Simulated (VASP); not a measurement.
Here is the system:

```
TiO2
1.0
   -1.88628     1.88628     4.79875
    1.88628    -1.88628     4.79875
    1.88628     1.88628    -4.79875
Ti O
2 4
Direct
  0.75000   0.25000   0.50000
  0.00000   0.00000   0.00000
  0.54306   0.04306   0.50000
  0.79306   0.79306   0.00000
  0.20694   0.20694   0.00000
  0.95694   0.45694   0.50000
```

Method: AM05 GGA, VASP's PBE PAW potentials (set 64) (plane waves; VASP). Run with 520 eV cut-off, 9×9×9 Γ-centred mesh, tetrahedra with Blöchl corrections, potentials Ti_sv O.

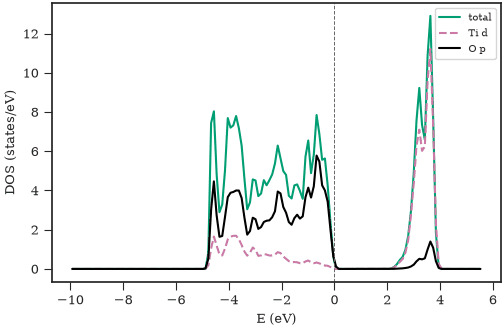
Figure. Total and projected density of states, zero at the valence-band maximum

Within 2 eV below the valence-band maximum the largest weight inside VASP's projection spheres is O p.

It has a band gap.

The compound is TiO2 in the anatase structure, one of several forms; rutile is the usual stable one. It was relaxed first.
